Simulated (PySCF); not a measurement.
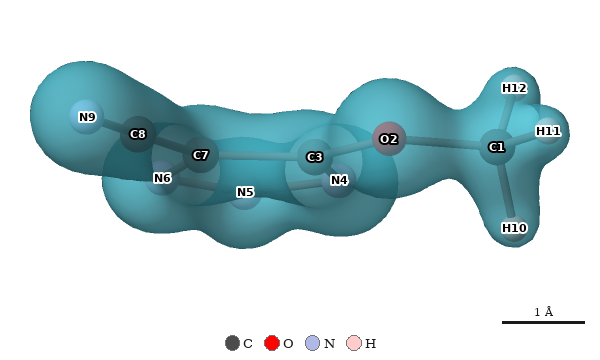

Figure. C4H3N4O (SMILES COc1nn[n-]c1C#N) (charge −1). Isosurface of the electron density at 1 e/Å³ (cyan), seen from one side.

Geometry: GFN2-xTB.

Computed with PBE0/pcSseg-1, SCF density, gas phase, non-relativistic in PySCF 2.14.0.

```json
{"atom": "C", "x (Å)": "2.0724", "y (Å)": "-0.3296", "z (Å)": "0.1742"}
{"atom": "O", "x (Å)": "0.9683", "y (Å)": "0.5325", "z (Å)": "0.1462"}
{"atom": "C", "x (Å)": "-0.2236", "y (Å)": "-0.1161", "z (Å)": "-0.0380"}
{"atom": "N", "x (Å)": "-0.3638", "y (Å)": "-1.4269", "z (Å)": "-0.1846"}
{"atom": "N", "x (Å)": "-1.6699", "y (Å)": "-1.6552", "z (Å)": "-0.3383"}
{"atom": "N", "x (Å)": "-2.3653", "y (Å)": "-0.5662", "z (Å)": "-0.2979"}
{"atom": "C", "x (Å)": "-1.5045", "y (Å)": "0.4742", "z (Å)": "-0.1065"}
{"atom": "C", "x (Å)": "-1.8629", "y (Å)": "1.8066", "z (Å)": "-0.0073"}
{"atom": "N", "x (Å)": "-2.1489", "y (Å)": "2.9237", "z (Å)": "0.0772"}
{"atom": "H", "x (Å)": "1.9839", "y (Å)": "-1.0566", "z (Å)": "0.9894"}
{"atom": "H", "x (Å)": "2.9527", "y (Å)": "0.2976", "z (Å)": "0.3255"}
{"atom": "H", "x (Å)": "2.1629", "y (Å)": "-0.8848", "z (Å)": "-0.7661"}
```

### How is the density connected at this value?

At this value the surface is in one piece. It bridges the sampled C–N (1.16 Å), N–N (1.29 Å), C–O (1.37 Å) and C–C (1.38 Å) contacts, where the density stays above the isovalue. On the grid the lowest density along these lines, outside the cores, is 3.3 e/Å³ (C–N, 1.16 Å), 2.8 e/Å³ (N–N, 1.29 Å), 1.9 e/Å³ (C–O, 1.37 Å) and 2 e/Å³ (C–C, 1.38 Å).
